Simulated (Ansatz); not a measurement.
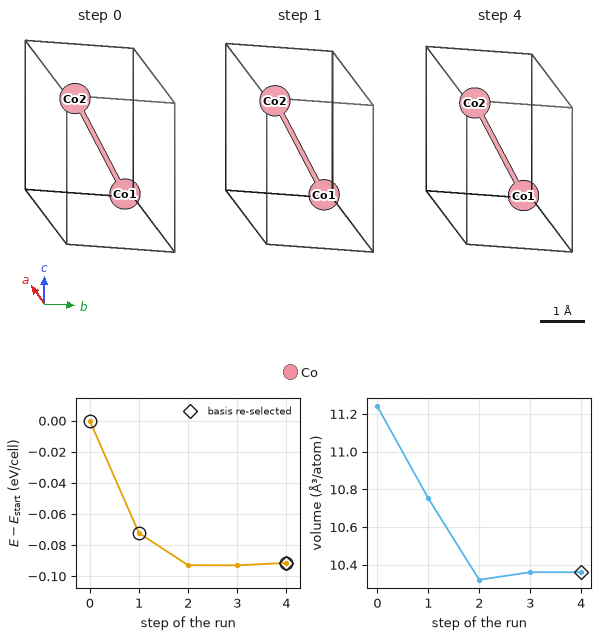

Frames of a relaxation of a crystal of Co (set up in P6_3/mmc) (coarse preliminary run), marked on the history of the run. The picture is a ball-and-stick view of the cell of the calculation, seen from a free direction.

These are results of DFT PBEsol, scalar-relativistic, plane waves, PAW (Ansatz), not measurements.

The input:
```yaml
crystal:
  lattice:
    - [2.5190008694, 0.0, 0.0]
    - [-1.2595004347, 2.1815187451, 0.0]
    - [0.0, 0.0, 4.091]
  atoms:
    - { symbol: Co, position: [0.3333333333, 0.6666666667, 0.25], spin: 1.94 }
    - { symbol: Co, position: [0.6666666667, 0.3333333333, 0.75], spin: 1.94 }
basis:
  ecutwfc: 420
kpoints:
  mp_grid: { grid: [12, 12, 6] }
hamiltonian:
  xc: pbesol
scf:
  occupations: { method: gaussian, width: 0.1 }
output:
  forces: true
  stress: true
  eigenvalues: true
  populations: true
magnetization:
  spin_polarized: true
relax:
  adjacent_minimum: "off"
  f_tol: 0.05
  max_steps: 80
  cell: { stress_tol: 0.5 }
```

Command:
```bash
ansatz run input.yaml --threads 2 --pin off --max-ram 5120MiB --backend cpu --events-out ev --progress --plain --runs-dir out
```

Q: What happens along the run?

A: The energy falls by 91.4 meV per cell of the calculation in 3 accepted moves (4 points after the start). All forces vanish by symmetry, so only the cell relaxes. The pressure goes from −15.44 to −0.16 GPa. The SCF was repeated once at an unchanged geometry on a basis and grid sized afresh for the cell, which shifted the energy by 1.5 meV per cell of the calculation at most. No atom moves by more than 0.005 Å relative to the cell. Cell: a = b 2.519 → 2.458 Å (−2.4 %), c 4.091 → 3.961 Å (−3.2 %). Volume −7.8 %. Near-neighbour distances that change, for instance: Co1–Co2 2.510 → 2.436 Å, Co1–Co1 2.519 → 2.458 Å. The space group stays P6_3/mmc (No. 194). Cost: 13 s on 2 threads of Arm Neoverse V2 (shared host), peak memory 0.34 GiB. From step 0 to 1: volume −4.3 %, energy −72.1 meV per cell of the calculation. From step 1 to 4: volume −3.6 %, energy −19.2 meV per cell of the calculation.

```tsv
step	E − E(0), meV/atom	pressure, GPa	volume, Å³/atom	note
0	0.00	-15.44	11.241	
1	-36.07	-7.55	10.753	
2	-46.41	0.81	10.321	
3	-46.45	-0.07	10.361	
4	-45.68	-0.16	10.361	same geometry, new basis
```
